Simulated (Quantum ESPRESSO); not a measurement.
# Voltage at the next charge: Al(100), 5 layers against an electrode

How the rows were computed: Quantum ESPRESSO 7.5, LDA, GBRV ultrasoft; ESM with bc3, a metal electrode 7.00 Å above the top atoms; cell area 8.201 Å²; ions fixed. V is the potential energy of an electron at the electrode over the slab's Fermi level, divided by e, so that it equals the work function at zero charge; positive charge removes electrons.

```
charge (e a cell)  V (V)
                0  4.352
           0.0123  5.812
           0.0246  7.285
```

One more run was made and is withheld. What is V at a charge of 0.0492 e, and what capacitance do the rows imply?

**Fit.** The last two rows give dV/dq = (7.285 − 5.812)/(0.0246 − 0.0123) = 119.8 V/e, so C = 1602/(8.201 × 119.8) = 1.63 µF/cm², an effective gap of 8.854/1.63 = 5.43 Å. At constant C, V = 7.285 + 119.8 × 0.0246 = 10.23 V.

**The withheld run.** V = 10.266 V; the estimate misses by −0.04 V, 1.2 % of the step. Over the three intervals C goes 1.65, 1.63 and 1.61 µF/cm².

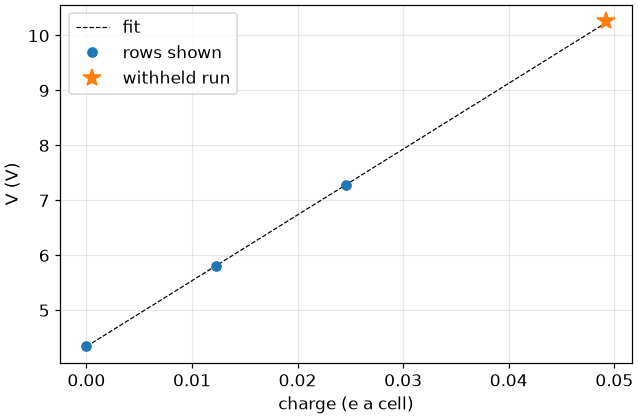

The rows shown, the fit and the withheld run.

Caveats: Vacuum fills the gap; a dielectric or electrolyte would change C. The slab is thin.

[Logs are printed without paths, hosts, clocks, repeated set-up lines and the standing remarks that a program may print on its own settings, such as how far it seeks lower states.]
